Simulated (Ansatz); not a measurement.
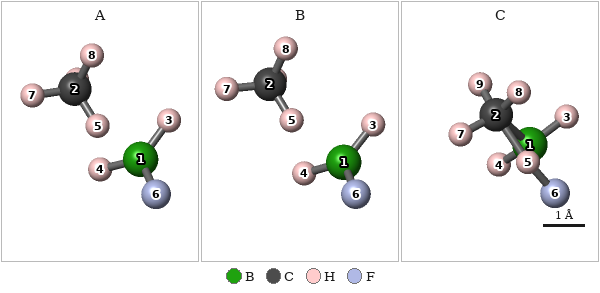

3 geometries from a converged minimum-energy path of CH6BF, shuffled. The picture is a ball-and-stick view, seen from a free direction.

Computed with UKS PBE0-D4/def2-SVP in Ansatz. Run with 5 movable images; climbing image; force threshold 0.05 eV/Å; iteration limit 60; starting path through a guess of the saddle point.

Which frame is the top of the path?

C. In order along the path, whose images run from 0 to 6: C (image 2, +0.49 eV), A (image 5, −1.41 eV), B (image 6, −1.44 eV). Breaking: B1–C2 (1.58 → 1.71 at the top → 3.30 Å), H5–F6 (0.93 → 1.14 at the top → 2.75 Å). Forming: B1–F6 (2.05 → 1.64 at the top → 1.32 Å), C2–H5 (2.41 → 1.42 at the top → 1.10 Å).
